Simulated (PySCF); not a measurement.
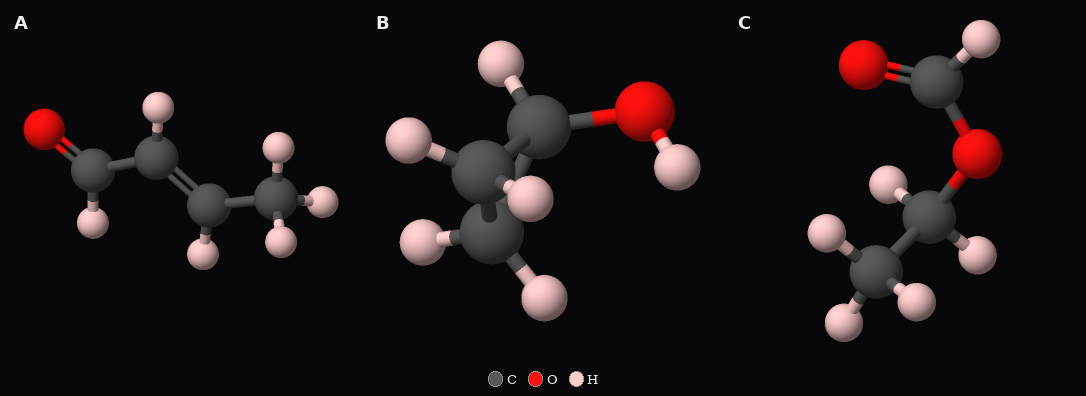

Simulated data, not a measurement (program: PySCF).

Q: Match each picture to its SMILES.
(1) C/C=C/C=O
(2) CCOC=O
(3) OC1CC1

A: A is (1), B is (3), C is (2).
